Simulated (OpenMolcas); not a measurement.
# One shape, several levels: singlet CH4ClGe+

We compute a comparison of 6 runs (HF/STO-3G, B3LYP/6-31G*, BLYP/def2-SVP, M06-L/def2-SVP, r2SCAN/def2-SVP, CCSD(T)/def2-SVP) of singlet CH4ClGe+. 

The calculation is run with OpenMolcas 26.06.

1 further run of the same task is left out (set aside as unsound or not needed).

## Step 1: Starting point

The species is CH4ClGe+ (7 atoms), meant as a singlet with charge +1. SMILES of the parent species: `[CH3][GeH][Cl]`. The shape is that of a PBE0-D4/def2-TZVP optimisation. That shape belongs to the parent species and isn't relaxed for this state.

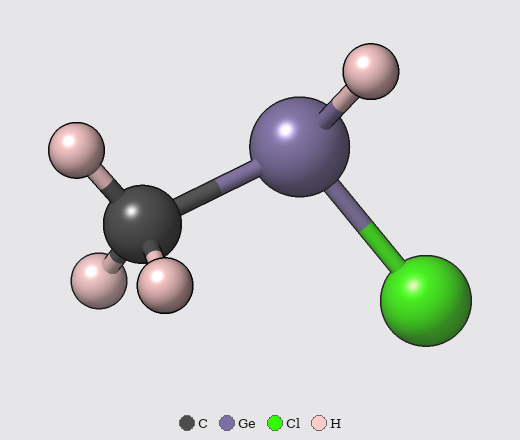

The structure, seen from a chosen angle (carbon dark grey, germanium purple, chlorine green, hydrogen pink).

## Step 2: A single-point energy at HF/STO-3G (run 1)

coord.xyz reads:

```xyz
7

C     -0.733100     0.438400    -0.261900
Ge     0.705400    -0.885500    -0.183100
Cl     1.017000    -1.361700     1.909500
H     -0.433400     1.314500     0.317300
H     -1.646200     0.021400     0.160800
H     -0.909900     0.729400    -1.298200
H      2.061400    -0.324500    -0.690100
```

calc.input reads:

```
* CH4ClGe Hartree-Fock

&GATEWAY
  BasLib=$CurrDir
  Coord=coord.xyz
  Basis=STO-3G
  Group=NoSym

&SEWARD

&SCF
  Charge=1
  Thresholds=1e-10 1e-07 1e-07 1e-05
  PrOrbitals=1 1
```

The basis set STO-3G is read from a file made from the Basis Set Exchange's data (not shown).

On the command line:

```sh
$ export MOLCAS_MEM=1860
$ pymolcas calc.input > calc.log
```

Standard output:

```text
--- Start Module: gateway ---
[...]
--- Stop Module: gateway /rc=_RC_ALL_IS_WELL_ ---
--- Start Module: seward ---
[...]
      Basis functions           36
--- Stop Module: seward /rc=_RC_ALL_IS_WELL_ ---
[...]
--- Start Module: scf ---
[...]
       Convergence after  16 Iterations
[...]
::    Total SCF energy                              -2545.8585897280
[...]
      Total spin, S                                     0.0000000000
[...]
      Total electronic charge=   58.000000
      Total            charge=    1.000000
[...]
      Dipole Moment (debye):
      Origin of the operator (angstrom)=    0.6242   -0.8490    0.3888
                   X= -9.7258E-01               Y=  2.9360E-01               Z= -4.7059E+00           Total=  4.8143E+00
      Center of Charge (angstrom)
[...]
--- Stop Module: scf /rc=_RC_ALL_IS_WELL_ ---
[...]
```

Wall time 3.3 s (1 thread of AMD EPYC 7R43 (Zen 3), shared host); peak memory 0.37 GiB.

## Step 3: A single-point energy at B3LYP/6-31G(d) (Cartesian functions) (run 2)

job.input reads:

```
* CH4ClGe Kohn-Sham DFT

&GATEWAY
  BasLib=$CurrDir
  Coord
  7
  angstrom
  C       -0.733100       0.438400      -0.261900
  Ge       0.705400      -0.885500      -0.183100
  Cl       1.017000      -1.361700       1.909500
  H       -0.433400       1.314500       0.317300
  H       -1.646200       0.021400       0.160800
  H       -0.909900       0.729400      -1.298200
  H        2.061400      -0.324500      -0.690100
  Basis=6-31Gs
  Group=NoSym

&SEWARD
  GridInput
  Grid=UltraFine
  End of Grid

&SCF
  Charge=1
  KSDFT=B3LYP
  Thresholds=1e-10 1e-07 1e-07 1e-05
  PrOrbitals=1 2
```

The basis set 6-31G* is read from a file made from the Basis Set Exchange's data (not shown).

On the command line:

```sh
$ export MOLCAS_MEM=1860
$ pymolcas job.input > job.log
```

Standard output:

```text
--- Start Module: gateway ---
[...]
--- Stop Module: gateway /rc=_RC_ALL_IS_WELL_ ---
--- Start Module: seward ---
[...]
      Basis functions           77
--- Stop Module: seward /rc=_RC_ALL_IS_WELL_ ---
[...]
--- Start Module: scf ---
[...]
       Convergence after  24 Iterations
[...]
::    Total KS-DFT energy                           -2577.1787550776
[...]
      Total spin, S                                     0.0000000000
[...]
      Total electronic charge=   58.000000
      Total            charge=    1.000000
[...]
      Dipole Moment (debye):
      Origin of the operator (angstrom)=    0.6242   -0.8490    0.3888
                   X= -1.2646E+00               Y=  1.2551E+00               Z= -3.1515E+00           Total=  3.6203E+00
      Center of Charge (angstrom)
[...]
--- Stop Module: scf /rc=_RC_ALL_IS_WELL_ ---
[...]
```

Run time: 37 s. Hardware: 1 thread of AMD EPYC 7R43 (Zen 3), shared host; peak memory 0.44 GiB.

Run 3 isn't shown in full; the table further down has it.

## Step 4: A single-point energy at M06-L/def2-SVP (run 4)

input.xyz reads:

```xyz
7

C     -0.733100     0.438400    -0.261900
Ge     0.705400    -0.885500    -0.183100
Cl     1.017000    -1.361700     1.909500
H     -0.433400     1.314500     0.317300
H     -1.646200     0.021400     0.160800
H     -0.909900     0.729400    -1.298200
H      2.061400    -0.324500    -0.690100
```

mol.inp reads:

```
&GATEWAY
  BasLib=$CurrDir
  Coord=input.xyz
  Basis=def2-SVP
  Group=NoSym

&SEWARD
  GridInput
  Grid=UltraFine
  End of Grid

&SCF
  Charge=1
  KSDFT=M06L
  Thresholds=1e-10 1e-07 1e-07 1e-05
  PrOrbitals=1 1
```

The basis set def2-SVP is read from a file made from the Basis Set Exchange's data (not shown).

On the command line:

```sh
$ export MOLCAS_MEM=1860
$ pymolcas mol.inp > mol.log
```

Standard output:

```text
--- Start Module: gateway ---
[...]
--- Stop Module: gateway /rc=_RC_ALL_IS_WELL_ ---
--- Start Module: seward ---
[...]
      Basis functions           84
--- Stop Module: seward /rc=_RC_ALL_IS_WELL_ ---
[...]
--- Start Module: scf ---
[...]
       Convergence after  21 Iterations
[...]
::    Total KS-DFT energy                           -2576.9252507489
[...]
      Total spin, S                                     0.0000000000
[...]
      Total electronic charge=   58.000000
      Total            charge=    1.000000
[...]
      Dipole Moment (debye):
      Origin of the operator (angstrom)=    0.6242   -0.8490    0.3888
                   X= -1.2364E+00               Y=  1.1103E+00               Z= -3.3688E+00           Total=  3.7563E+00
      Center of Charge (angstrom)
[...]
--- Stop Module: scf /rc=_RC_ALL_IS_WELL_ ---
[...]
```

Run time: 50 s. Hardware: 1 thread of AMD EPYC 7R43 (Zen 3), shared host; peak memory 0.46 GiB.

Run 5 isn't shown in full; the table further down has it.

## Step 5: A single-point energy at CCSD(T)/def2-SVP (run 6)

test.inp reads:

```
>>> EXPORT MOLCAS_PRINT=2

&GATEWAY
  BasLib=$CurrDir
  Coord
  7
  angstrom
  C       -0.733100       0.438400      -0.261900
  Ge       0.705400      -0.885500      -0.183100
  Cl       1.017000      -1.361700       1.909500
  H       -0.433400       1.314500       0.317300
  H       -1.646200       0.021400       0.160800
  H       -0.909900       0.729400      -1.298200
  H        2.061400      -0.324500      -0.690100
  Basis=def2-SVP
  Group=NoSym

&SEWARD

&SCF
  Charge=1
  Thresholds=1e-10 1e-07 1e-07 1e-05
  PrOrbitals=1 2

&RASSCF
  FileOrb=$Project.ScfOrb
  Spin=1
  Nactel=0 0 0
  Inactive=29
  Ras2=0
  OutOrbitals=Canonical
  OrbListing=NoCore

&MOTRA
  JobIph
  Frozen=15

&CCSDT
  CCT
  Triples=2
  Iterations=80
  Accuracy=1e-08
  Extrapolation=5 4
```

The basis set def2-SVP is read from a file made from the Basis Set Exchange's data (not shown).

On the command line:

```sh
$ export MOLCAS_MEM=1860
$ pymolcas test.inp > test.log
```

Standard output:

```text
--- Start Module: gateway ---
[...]
--- Stop Module: gateway /rc=_RC_ALL_IS_WELL_ ---
[...]
      Basis functions           84
[...]
       Convergence after  18 Iterations
[...]
::    Total SCF energy                              -2574.3424504167
[...]
      Total spin, S                                     0.0000000000
[...]
      Number of active orbitals                  0
[...]
      Spin quantum number                      0.0
[...]
      Active orbitals                            0
[...]
      Number of CSFs                             1
[...]
      Number of root(s) required                 1
[...]
      Convergence after  4 iterations
[...]
      Natural orbitals and occupation numbers for root  1
      ************************************************************************************************************************
      *                                                    Final results                                                     *
      ************************************************************************************************************************
[...]
::    RASSCF root number  1 Total energy:  -2574.34245042
[...]
      Total electronic charge=   58.000000
      Total            charge=    1.000000
[...]
      Dipole Moment (debye):
      Origin of the operator (angstrom)=    0.6242   -0.8490    0.3888
                   X= -1.3132E+00               Y=  7.4757E-01               Z= -4.0425E+00           Total=  4.3157E+00
      Center of Charge (angstrom)
[...]
--- Start Module: motra ---
[...]
--- Stop Module: motra /rc=_RC_ALL_IS_WELL_ ---
[...]
--- Start Module: ccsdt ---
[...]
      Convergence after                    21  Iterations
      Total energy (diff) :   -2574.86342292      -0.00000000
[...]
 METHOD                       : CCSD+T(CCSD)+<T3(1)WT1> = CCSD(T)
[...]
       CCSD     =     -2574.8634229166078
[...]
```

Wall time 73 s (1 thread of AMD EPYC 7R43 (Zen 3), shared host); peak memory 0.46 GiB.

## Step 6: All runs side by side

| run | level | Cartesian functions | integration grid | energy (Eh) | HOMO energy (eV) | LUMO energy (eV) | HOMO–LUMO gap (eV) | wall time |
| --- | --- | --- | --- | --- | --- | --- | --- | --- |
| 1 | HF/STO-3G | no | – | -2545.858590 | -16.45 | -5.88 | 10.57 | 3.3 s |
| 2 | B3LYP/6-31G* (Cartesian functions) | yes | UltraFine | -2577.178755 | -14.23 | -10.76 | 3.47 | 37 s |
| 3 | BLYP/def2-SVP | no | UltraFine | -2577.008496 | -13.00 | -11.14 | 1.86 | 40 s |
| 4 | M06-L/def2-SVP | no | UltraFine | -2576.925251 | -13.43 | -11.17 | 2.26 | 50 s |
| 5 | r2SCAN/def2-SVP | no | UltraFine | -2576.917093 | -13.54 | -11.25 | 2.28 | 56 s |
| 6 | CCSD(T)/def2-SVP | no | – | -2574.879694 | -17.54 | -7.33 | 10.20 | 73 s |

## Step 7: Results

| quantity | value |
| --- | --- |
| run 6: total energy | -2574.87969 Eh |
| run 6: HOMO energy (Hartree–Fock orbitals) | -17.54 eV |
| run 6: LUMO energy (Hartree–Fock orbitals) | -7.33 eV |
| run 6: HOMO–LUMO gap (Hartree–Fock orbitals) | 10.20 eV |
| run 6: correlation energy (15 core orbitals frozen) | -537.2 mEh |
| run 6: (T) correction | -16.27 mEh |

**Reading.** Over runs 1, 2, 3, 4, 5 the HOMO–LUMO gap runs from 1.86 eV (BLYP/def2-SVP) to 10.57 eV (HF/STO-3G). The two ends differ in method and basis. Totals of different functionals can't be ranked against each other. In run 1 the basis is minimal, so the values are rough. All runs together took 4.3 min, the longest 73 s.
